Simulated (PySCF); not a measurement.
## Electronic structure of CH6ClSi2 (SMILES [SiH3][C]([SiH3])Cl) (doublet) in real space

Input file:

```
{"job": {"kind": "epr"}, "charge": 0, "multiplicity": 2}
C     -0.049031     0.594644    -0.302132
Si     1.705876    -0.037903    -0.194306
Si    -1.627983    -0.170207     0.340619
Cl    -0.238487     2.112627    -1.108681
H      1.698629    -1.351294     0.515435
H      2.275310    -0.206914    -1.566157
H      2.556887     0.936649     0.554894
H     -2.288671     0.756617     1.309812
H     -1.294375    -1.457779     1.018572
H     -2.572665    -0.424588    -0.789994
```

Command:

```sh
OMP_NUM_THREADS=1 python cluster_run.py task.json out
```

Geometry: PBE0-D3(BJ)/def2-SVP.

The calculation used UKS B3LYP, IGLO-III on C Cl Si, pcH-1 on H, non-relativistic, mean-field spin-orbit, GIAO (PySCF 2.14.0, density-fitted response routines).

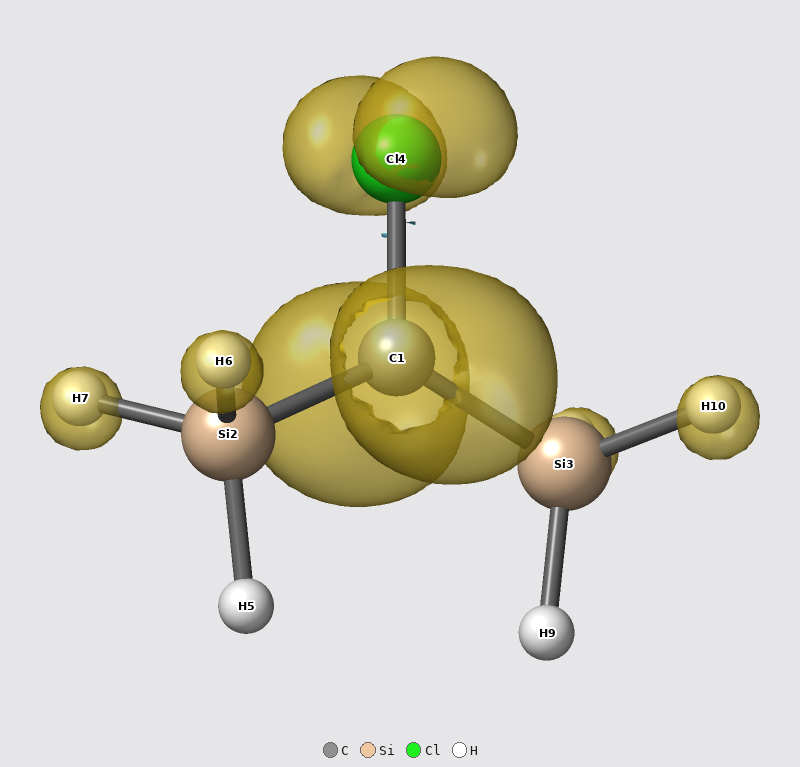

Figure 1. Isosurfaces of the spin density (α minus β) at +0.02 (yellow) and −0.02 e/Å³ (cyan), seen at a tilt.

Question: Where is the unpaired spin?

Answer: The unpaired spin (1 electron) lies mostly on C1 (about 0.6) and Cl4 (about 0.2), in electrons by Hirshfeld's partition.

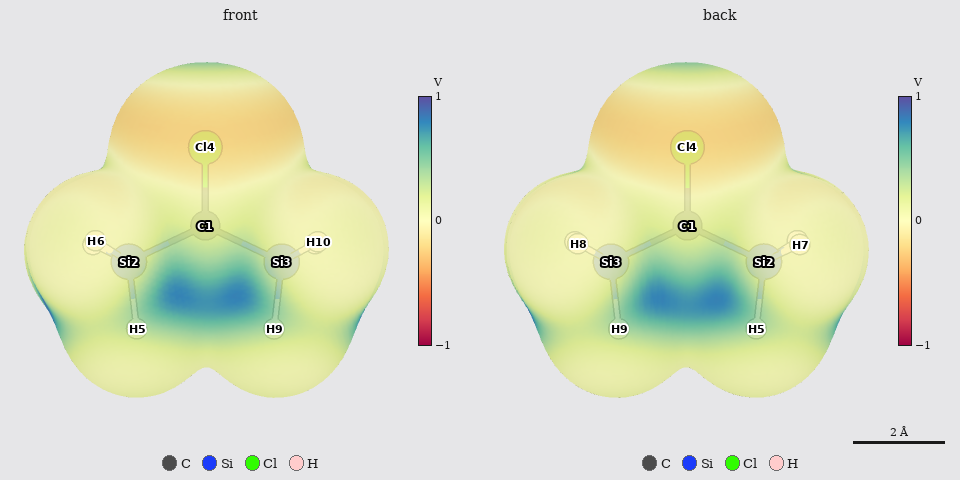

Figure 2. The molecular electrostatic potential painted on the density surface at 0.001 e/bohr³, seen from the front and from behind; the colour scale runs from red (negative) to blue (positive).

Question: Describe the electrostatic potential map.

Answer: The most negative region (about −0.2 V) lies over Cl4, the most positive (about +0.8 V, or +18 kcal/mol for a unit charge) over Si2 and Si3. Cl4 shows a σ-hole: about +0.5 V, or +12 kcal/mol for a unit charge at the tip opposite its bond, against about −0.2 V on its flanks.

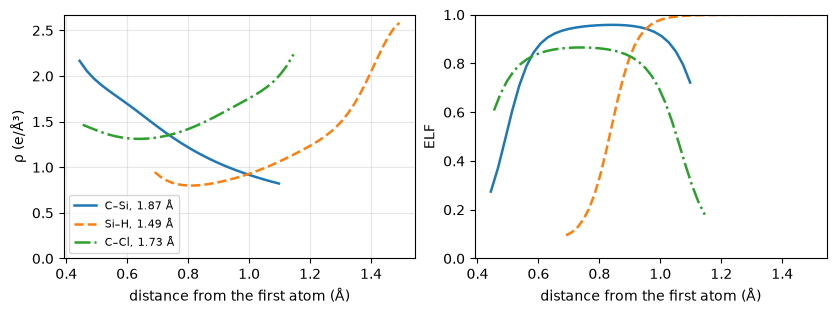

Figure 3. Total electron density and ELF along straight lines between neighbouring atoms. The curves leave out the atomic cores.

Question: Compare the contacts.

Answer: C–Si (1.87 Å): the density is about 1 e/Å³ at the midpoint; the ELF peaks at about 0.95 between the atoms (localised, covalent bonding).
Si–H (1.49 Å): ρ at the midpoint is about 0.83 e/Å³; the ELF climbs to about 1 towards the hydrogen, as it does in any bond to H.
C–Cl (1.73 Å): the density is about 1.5 e/Å³ at the midpoint, with its minimum of 1.3 e/Å³ about 0.6 Å from C; the ELF peaks at about 0.85 between the atoms; a shared electron pair.
